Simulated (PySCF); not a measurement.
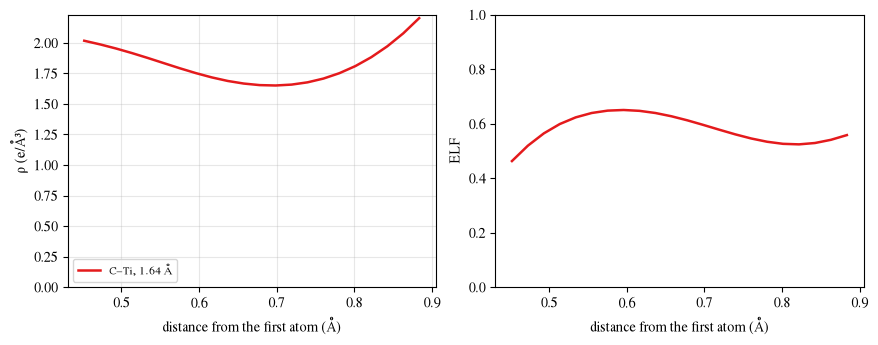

Figure. TiC (charge −1, doublet). Electron density and ELF along straight lines between neighbouring atoms. The curves leave out the atomic cores.

The calculation used PBE0/def2-TZVPPD, non-relativistic Hamiltonian with scalar-relativistic core potentials where named, at a bond length of 1.644 Å in PySCF.

### What can be read from the curves?

C–Ti (1.64 Å): ρ at the midpoint is about 1.9 e/Å³, with its minimum of 1.7 e/Å³ about 0.7 Å from C; the ELF peaks at about 0.65 in the valence shell of C, 0.6 Å from its nucleus, and is about 0.50 at the midpoint.
